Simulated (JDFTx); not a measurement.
System: AlRu(100) (Pm-3m bulk; lattice of mp-542569, not re-optimised at this level), 1x1 cell of 7 atoms in 7 planes (Al outermost, slab composition Al4Ru3), area 8.90 Å² a face, 8.6 Å between the outermost planes in a cell 24.9 Å high; k mesh 8×8×1, Fermi width 0.01 Ha, no spin polarisation. Whether this polymorph is the ambient one wasn't checked.

All numbers are PBE, GBRV ultrasoft potentials, plane waves to 20/100 Ha results from a modified build of JDFTx, not measurements. Liquid on both sides: SCCS (g09 parameters), water, 1 M NaCl; nuclei fixed. Potentials refer to SHE, placed 4.44 V below the bulk liquid's zero by convention.

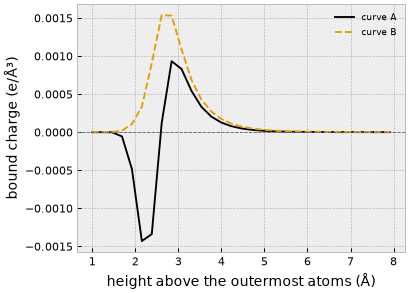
Plane-averaged bound charge of the liquid for two states of the electrode

Problem. One curve is the neutral slab. Which, and what is the sign of the other's charge?

Solution. Curve A is neutral (potential of zero charge, -1.31 V). Curve B is negatively charged, -2.8 μC/cm² at -1.50 V.
